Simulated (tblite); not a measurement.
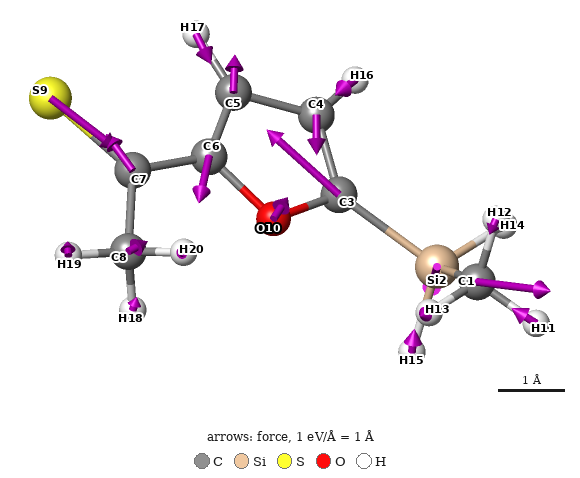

Starting geometry of C7H10OSSi with the computed forces as purple arrows. A ball-and-stick model, seen from a free direction.

The calculation used tblite, GFN2-xTB geometry optimisation, gas phase. 

What follows when this structure is relaxed?

It isn't relaxed: the largest force vector, on Si atoms, is 1.50 eV/Å. The final displacements follow the starting forces only in part (cosine between the two patterns 0.35). The largest move after the best rigid fit is that of H14, 0.11 Å. By element the largest moves are H 0.11 Å, S 0.08 Å, C 0.07 Å, Si 0.02 Å, O 0.01 Å. Some distances before and after: C1–Si2 1.841 → 1.897 Å, C7–S9 1.676 → 1.641 Å, Si2–H15 1.493 → 1.468 Å, C6–C7 1.450 → 1.424 Å. Among the angles between lasting bonds that change: C3–Si2–H14 110.0° → 106.9°, C5–C6–C7 133.7° → 130.9°, H14–Si2–H15 108.4° → 111.0°. Over 50 geometry steps the energy falls by 15.3 kJ/mol.
